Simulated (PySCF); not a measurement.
C₂H₁₁NSi₂: geometry relaxation

System: C₂H₁₁NSi₂.
Method: PBE0-D3(BJ)/def2-SVP geometry optimisation, gas phase (PySCF 2.14.0).

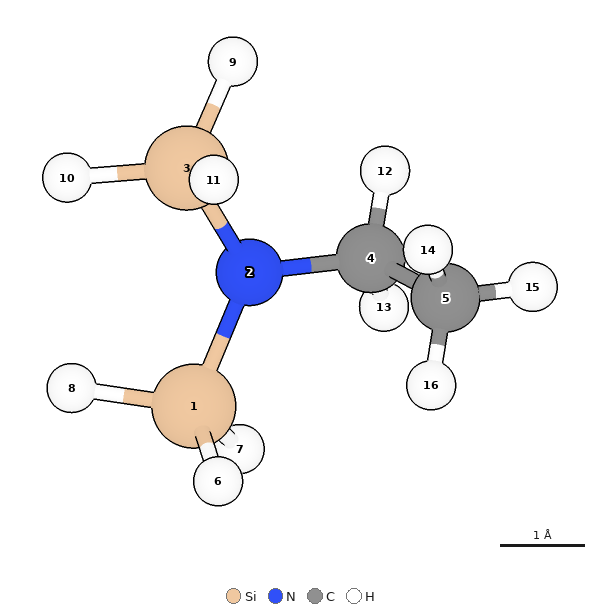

**Figure 1.** The structure as given in the input (ball-and-stick view, seen at a tilt; atoms are numbered from 1 in the order of the input). Bond lengths as drawn: C–C 1.50 Å, C–H 1.08 to 1.10 Å, C–N 1.49 Å, H–Si 1.44 to 1.49 Å and N–Si 1.74 Å.

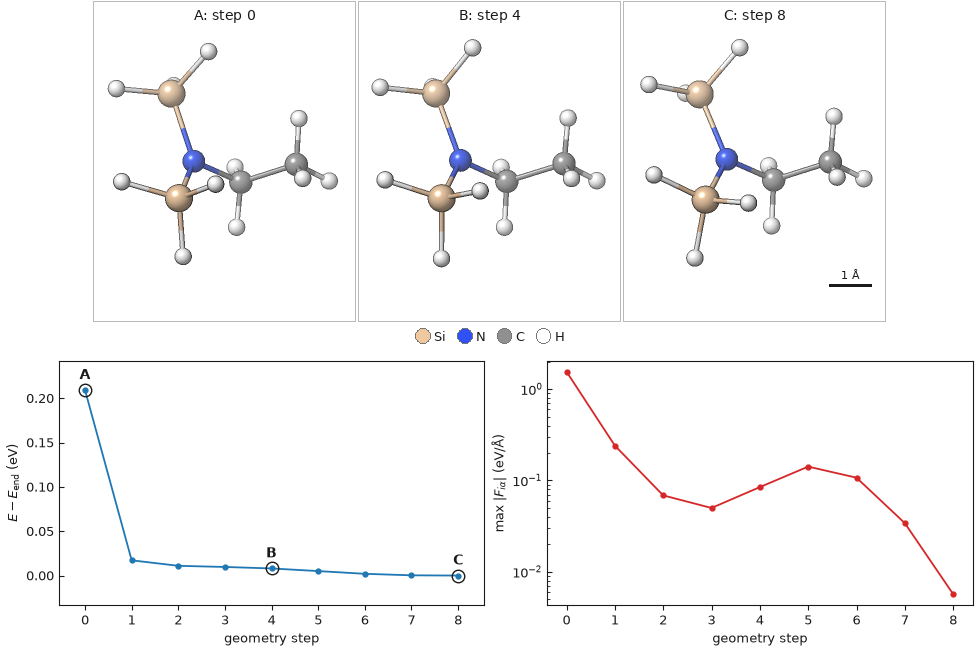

**Figure 2.** Frames of the relaxation (ball-and-stick view, seen at a tilt) above the curves, on which the letters mark them (steps are counted from 0).

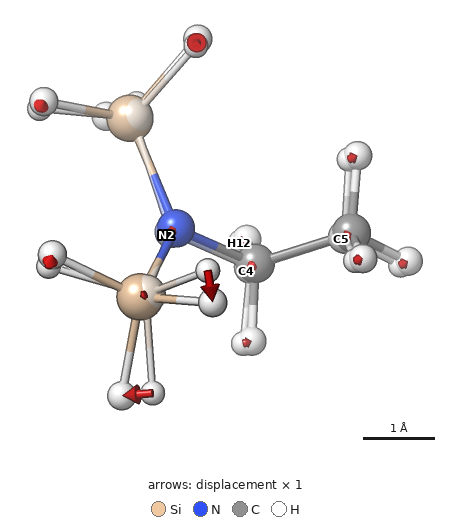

**Figure 3.** Start (faint) and end (solid) with the displacements as red arrows, at true length (ball-and-stick view, seen at a tilt). The two geometries are laid on each other by the best rigid fit. After 8 geometry steps the energy has fallen by 0.209 eV. The largest force component goes from 1.6 to 0.0057 eV/Å. H9 moves most after the best rigid fit: 0.47 Å. By element the largest moves are H 0.47 Å, C 0.13 Å, N 0.10 Å, Si 0.10 Å. Among the contacts that change: Si1–H7 1.446 → 1.498 Å, Si3–H10 1.439 → 1.491 Å, Si1–H6 1.455 → 1.499 Å, C4–H12 1.078 → 1.106 Å. Among the angles that change: H6–Si1–H7 111.1° → 106.8°, N2–C4–H13 105.0° → 109.1°, N2–Si1–H8 104.4° → 108.5°. (Atoms are counted from 1 in the order of the input.)

The input that produced these results follows, with the program's output.

The input
```
{"job": {"xc": "PBE0", "basis": "def2-SVP", "d3": "d3bj", "grid": 2, "kind": "geom", "shake": 0.01}, "charge": 0, "multiplicity": 1}
Si    -1.453788    -1.271394     0.218260
N     -0.482306     0.040750    -0.381142
Si    -0.898234     1.720834    -0.194346
C      0.935310    -0.271737    -0.698841
C      1.807187    -0.300710     0.519227
H     -1.252209    -1.532866     1.635505
H     -1.117609    -2.429909    -0.578271
H     -2.842320    -0.827931     0.003133
H     -0.154092     2.446432    -1.217001
H     -2.326353     1.825763    -0.336628
H     -0.491435     2.257255     1.134137
H      1.286225     0.465742    -1.401751
H      0.906497    -1.244251    -1.189910
H      1.786265     0.681862     1.021971
H      2.825502    -0.546321     0.239606
H      1.459906    -1.024833     1.248196
```

The first line tells a small driver script what to run in PySCF; the rest is the geometry in Å.

Launched with:
```bash
OMP_NUM_THREADS=1 python <driver script> task.json out
```

What the program printed
```
step   0  E = -715.89816936  max force = 0.030269
step   1  E = -715.90522067  max force = 0.004686
step   2  E = -715.90544890  max force = 0.001336
step   3  E = -715.90549646  max force = 0.000973
step   4  E = -715.90555749  max force = 0.001646
step   5  E = -715.90566718  max force = 0.002760
step   6  E = -715.90577981  max force = 0.002086
step   7  E = -715.90584274  max force = 0.000663
step   8  E = -715.90585251  max force = 0.000112
optimisation converged
```

Trajectory as extended XYZ (Å, eV, eV/Å), 9 frames, from step=0 to step=8
```
16
Properties=species:S:1:pos:R:3:forces:R:3 step=0 energy=-19480.58144
Si   -1.4538   -1.2714    0.2183   -0.1556   1.1911  -0.3900
N    -0.4823    0.0408   -0.3811    0.6648   0.0100  -0.1787
Si   -0.8982    1.7208   -0.1943    0.6803  -0.7061   0.4775
C     0.9353   -0.2717   -0.6988   -1.5565  -0.1866   0.6886
C     1.8072   -0.3007    0.5192    0.0205   0.5864   0.1196
H    -1.2522   -1.5329    1.6355    0.0710  -0.3460   0.8139
H    -1.1176   -2.4299   -0.5783    0.1597  -0.9082  -0.4136
H    -2.8423   -0.8279    0.0031   -0.4733  -0.0977   0.0552
H    -0.1541    2.4464   -1.2170    0.2696   0.4817  -0.5179
H    -2.3264    1.8258   -0.3366   -1.0663   0.2394  -0.1024
H    -0.4914    2.2573    1.1341   -0.0152   0.2321   0.1763
H     1.2862    0.4657   -1.4018    0.3886   0.4784  -0.6770
H     0.9065   -1.2443   -1.1899    0.3680  -0.3710  -0.3557
H     1.7863    0.6819    1.0220    0.1741  -0.0623  -0.0462
H     2.8255   -0.5463    0.2396    0.6267  -0.0723   0.0198
H     1.4599   -1.0248    1.2482   -0.1564  -0.4688   0.3307
16
Properties=species:S:1:pos:R:3:forces:R:3 step=1 energy=-19480.77331
Si   -1.5232   -1.2470    0.1721    0.0029  -0.1421   0.1189
N    -0.4741    0.0428   -0.3654   -0.2218   0.0525   0.0521
Si   -0.9083    1.7285   -0.2162    0.0762   0.1761   0.0079
C     0.9170   -0.2831   -0.6643    0.2410  -0.0434  -0.1905
C     1.8345   -0.3047    0.5468   -0.0101  -0.0835   0.1016
H    -1.3314   -1.6339    1.6111   -0.0086   0.0423  -0.0164
H    -1.2160   -2.4716   -0.6285   -0.0122   0.0190  -0.0751
H    -2.9528   -0.8441    0.0047    0.0725   0.0494  -0.0307
H    -0.2077    2.4986   -1.2932   -0.0013  -0.0518   0.0061
H    -2.3838    1.8785   -0.3595   -0.0503  -0.0708   0.0015
H    -0.5212    2.3587    1.0927    0.0044  -0.0504  -0.0418
H     1.3057    0.4451   -1.4034   -0.0557  -0.0617   0.0491
H     0.9584   -1.2674   -1.1699   -0.0414   0.0760   0.0240
H     1.8483    0.6725    1.0513    0.0174   0.0498   0.0255
H     2.8686   -0.5561    0.2614   -0.0349   0.0144  -0.0178
H     1.4967   -1.0519    1.2840    0.0220   0.0243  -0.0146
16
Properties=species:S:1:pos:R:3:forces:R:3 step=2 energy=-19480.77952
Si   -1.5205   -1.2520    0.1749   -0.0058  -0.0310   0.0164
N    -0.4775    0.0445   -0.3572   -0.0199   0.0020   0.0319
Si   -0.9074    1.7318   -0.2169   -0.0251   0.0337  -0.0216
C     0.9170   -0.2822   -0.6605    0.0687  -0.0048  -0.0079
C     1.8350   -0.3039    0.5531   -0.0145  -0.0085   0.0129
H    -1.3324   -1.6470    1.6105    0.0053   0.0062  -0.0108
H    -1.2239   -2.4620   -0.6537   -0.0102   0.0133  -0.0189
H    -2.9391   -0.8235    0.0042   -0.0060   0.0106  -0.0024
H    -0.2147    2.4847   -1.3087    0.0001  -0.0097  -0.0023
H    -2.3881    1.8598   -0.3496   -0.0046  -0.0139   0.0102
H    -0.5093    2.3647    1.0836    0.0120  -0.0017  -0.0056
H     1.3003    0.4439   -1.4006   -0.0061  -0.0039   0.0139
H     0.9508   -1.2640   -1.1664   -0.0026   0.0031   0.0075
H     1.8536    0.6753    1.0575    0.0028  -0.0014  -0.0110
H     2.8663   -0.5556    0.2617    0.0063   0.0036  -0.0034
H     1.5008   -1.0496    1.2919   -0.0004   0.0023  -0.0088
16
Properties=species:S:1:pos:R:3:forces:R:3 step=3 energy=-19480.78082
Si   -1.5225   -1.2515    0.1741   -0.0053   0.0076  -0.0332
N    -0.4758    0.0445   -0.3529    0.0500  -0.0082   0.0327
Si   -0.9102    1.7315   -0.2186   -0.0211  -0.0160  -0.0311
C     0.9213   -0.2825   -0.6565   -0.0233   0.0068   0.0337
C     1.8386   -0.3045    0.5574   -0.0090   0.0088  -0.0038
H    -1.3311   -1.6579    1.6052    0.0083  -0.0088  -0.0024
H    -1.2390   -2.4518   -0.6728   -0.0095  -0.0016   0.0006
H    -2.9373   -0.8072    0.0101   -0.0071  -0.0042   0.0090
H    -0.2290    2.4765   -1.3224   -0.0036   0.0087  -0.0048
H    -2.3937    1.8462   -0.3377    0.0084   0.0045   0.0097
H    -0.5010    2.3723    1.0738    0.0104   0.0095   0.0005
H     1.3038    0.4438   -1.3955    0.0013   0.0111  -0.0044
H     0.9542   -1.2639   -1.1619   -0.0018  -0.0100  -0.0030
H     1.8577    0.6753    1.0604    0.0004  -0.0051  -0.0043
H     2.8701   -0.5555    0.2651    0.0040  -0.0004   0.0003
H     1.5046   -1.0503    1.2957   -0.0019  -0.0028   0.0006
16
Properties=species:S:1:pos:R:3:forces:R:3 step=4 energy=-19480.78248
Si   -1.5227   -1.2562    0.1700   -0.0200   0.0677  -0.0723
N    -0.4758    0.0454   -0.3436    0.0762  -0.0064   0.0355
Si   -0.9089    1.7346   -0.2249   -0.0262  -0.0726  -0.0241
C     0.9225   -0.2814   -0.6475   -0.0846   0.0106   0.0592
C     1.8379   -0.3043    0.5674    0.0138   0.0177  -0.0229
H    -1.3163   -1.6912    1.5895    0.0130  -0.0224   0.0048
H    -1.2608   -2.4375   -0.7101   -0.0038  -0.0131   0.0171
H    -2.9355   -0.7965    0.0298   -0.0053  -0.0139   0.0180
H    -0.2499    2.4629   -1.3530   -0.0097   0.0177  -0.0060
H    -2.3951    1.8403   -0.3136    0.0119   0.0206   0.0055
H    -0.4720    2.3935    1.0490    0.0092   0.0130   0.0023
H     1.3036    0.4464   -1.3849    0.0188   0.0138  -0.0211
H     0.9537   -1.2625   -1.1533    0.0128  -0.0158  -0.0135
H     1.8571    0.6760    1.0693   -0.0040  -0.0067   0.0036
H     2.8697   -0.5542    0.2750    0.0008  -0.0052   0.0063
H     1.5032   -1.0504    1.3046   -0.0027  -0.0053   0.0077
16
Properties=species:S:1:pos:R:3:forces:R:3 step=5 energy=-19480.78546
Si   -1.5257   -1.2591    0.1574   -0.0210   0.0917  -0.0951
N    -0.4712    0.0471   -0.3277    0.0854  -0.0011   0.0346
Si   -0.9100    1.7365   -0.2391    0.0003  -0.0952  -0.0163
C     0.9289   -0.2799   -0.6294   -0.1419   0.0168   0.0776
C     1.8389   -0.3051    0.5892    0.0317   0.0260  -0.0351
H    -1.2824   -1.7590    1.5484    0.0155  -0.0316   0.0097
H    -1.3166   -2.4031   -0.7844    0.0029  -0.0285   0.0301
H    -2.9331   -0.7694    0.0781    0.0009  -0.0166   0.0214
H    -0.3085    2.4366   -1.4166   -0.0189   0.0266  -0.0078
H    -2.3992    1.8275   -0.2576    0.0123   0.0305  -0.0048
H    -0.4130    2.4342    0.9912    0.0058   0.0095   0.0056
H     1.3118    0.4501   -1.3633    0.0254   0.0097  -0.0314
H     0.9606   -1.2601   -1.1369    0.0202  -0.0133  -0.0204
H     1.8571    0.6750    1.0910   -0.0104  -0.0075   0.0107
H     2.8720   -0.5540    0.3000   -0.0042  -0.0103   0.0077
H     1.5012   -1.0523    1.3234   -0.0041  -0.0068   0.0134
16
Properties=species:S:1:pos:R:3:forces:R:3 step=6 energy=-19480.78853
Si   -1.5272   -1.2643    0.1391   -0.0264   0.0783  -0.0680
N    -0.4688    0.0507   -0.3085    0.0629   0.0021   0.0249
Si   -0.9072    1.7408   -0.2586    0.0084  -0.0712  -0.0019
C     0.9312   -0.2768   -0.6065   -0.1073   0.0121   0.0556
C     1.8347   -0.3059    0.6168    0.0349   0.0194  -0.0265
H    -1.2311   -1.8461    1.4876    0.0143  -0.0224   0.0057
H    -1.3803   -2.3618   -0.8683    0.0065  -0.0249   0.0247
H    -2.9286   -0.7527    0.1452    0.0033  -0.0090   0.0147
H    -0.3821    2.4065   -1.4922   -0.0221   0.0185  -0.0055
H    -2.3941    1.8318   -0.1890    0.0024   0.0242  -0.0119
H    -0.3333    2.4807    0.9123    0.0037  -0.0031   0.0052
H     1.3196    0.4546   -1.3371    0.0219  -0.0001  -0.0274
H     0.9663   -1.2556   -1.1175    0.0189  -0.0060  -0.0196
H     1.8506    0.6730    1.1205   -0.0106  -0.0039   0.0126
H     2.8693   -0.5553    0.3330   -0.0074  -0.0093   0.0054
H     1.4917   -1.0546    1.3469   -0.0034  -0.0046   0.0118
16
Properties=species:S:1:pos:R:3:forces:R:3 step=7 energy=-19480.79024
Si   -1.5294   -1.2633    0.1237   -0.0098   0.0128  -0.0200
N    -0.4642    0.0534   -0.2972    0.0131   0.0032   0.0078
Si   -0.9065    1.7414   -0.2735    0.0171  -0.0093   0.0022
C     0.9349   -0.2752   -0.5906   -0.0341   0.0054   0.0211
C     1.8323   -0.3074    0.6373    0.0152   0.0059  -0.0095
H    -1.1914   -1.9040    1.4359    0.0057  -0.0059   0.0018
H    -1.4323   -2.3299   -0.9230    0.0021  -0.0092   0.0080
H    -2.9229   -0.7375    0.1981    0.0037  -0.0003   0.0037
H    -0.4469    2.3880   -1.5436   -0.0146   0.0060  -0.0026
H    -2.3882    1.8366   -0.1384   -0.0019   0.0078  -0.0095
H    -0.2763    2.5060    0.8519    0.0015  -0.0069   0.0031
H     1.3302    0.4555   -1.3196    0.0064  -0.0047  -0.0086
H     0.9744   -1.2528   -1.1049    0.0066   0.0012  -0.0062
H     1.8455    0.6700    1.1439   -0.0057  -0.0015   0.0044
H     2.8679   -0.5588    0.3594   -0.0034  -0.0037   0.0014
H     1.4836   -1.0570    1.3641   -0.0018  -0.0009   0.0030
16
Properties=species:S:1:pos:R:3:forces:R:3 step=8 energy=-19480.79051
Si   -1.5297   -1.2640    0.1179   -0.0030  -0.0018   0.0017
N    -0.4639    0.0549   -0.2935   -0.0001   0.0001  -0.0046
Si   -0.9046    1.7430   -0.2791    0.0042   0.0036   0.0057
C     0.9347   -0.2745   -0.5849    0.0037   0.0004   0.0030
C     1.8299   -0.3079    0.6447    0.0024  -0.0001   0.0006
H    -1.1748   -1.9242    1.4164    0.0011   0.0011  -0.0004
H    -1.4493   -2.3203   -0.9408    0.0000   0.0007   0.0000
H    -2.9202   -0.7353    0.2176    0.0004   0.0020  -0.0004
H    -0.4697    2.3834   -1.5612   -0.0050  -0.0008  -0.0009
H    -2.3838    1.8435   -0.1221   -0.0021   0.0002  -0.0036
H    -0.2531    2.5123    0.8308    0.0009  -0.0039   0.0001
H     1.3333    0.4550   -1.3137   -0.0002  -0.0022  -0.0014
H     0.9761   -1.2516   -1.1003   -0.0004   0.0006  -0.0009
H     1.8416    0.6689    1.1525   -0.0009   0.0000   0.0012
H     2.8657   -0.5605    0.3694   -0.0010   0.0000  -0.0004
H     1.4784   -1.0577    1.3702    0.0000   0.0001   0.0002
```

Key numbers

- outcome: converged
- total energy: −715.905853 hartree
- dipole moment: 0.87 D
- point group: Cs
- hardware: 1 CPU thread, shared host
- wall time: 2.3 min
- peak memory: 0.76 GiB
